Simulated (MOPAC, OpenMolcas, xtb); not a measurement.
**AlClOF (SMILES [O][Al]([F])[Cl]): methods side by side**

The species is AlClOF (4 atoms), meant as a doublet with charge 0. SMILES: `[O][Al]([F])[Cl]`. The coordinates come from a PBE0-D4/def2-TZVP relaxation.

Each level gives the dipole moment (D). The values are calculated.

| level | kind | program | value (D) | CPU time |
| --- | --- | --- | --- | --- |
| PM3 | semi-empirical | MOPAC | 1.07 | under 2 s |
| GFN0-xTB | semi-empirical | xtb | 2.81 | under 2 s |
| UHF/6-311+G** | Hartree–Fock | OpenMolcas | 0.50 | 16 s |
| USVWN5/6-311+G** | LDA | OpenMolcas | 1.11 | 28 s |
| U-revPBE/6-311+G** | GGA | OpenMolcas | 0.78 | 59 s |
| UM06-L/6-311+G** | meta-GGA | OpenMolcas | 0.64 | 47 s |
| UPBE0/6-311+G** | global hybrid | OpenMolcas | 0.57 | 35 s |

The values span 0.50 to 2.81 D. Magnitudes only. CPU times are rough (shared hosts, several kinds of processor and program).

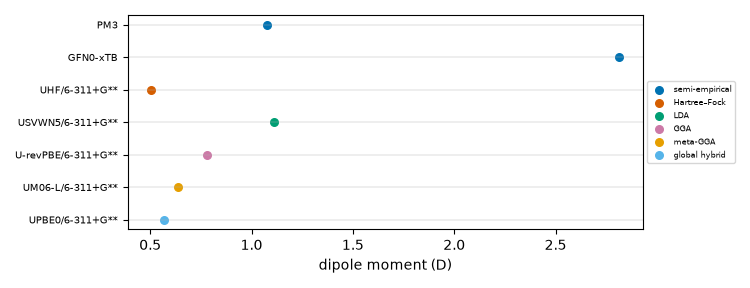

The values of the table, level by level.
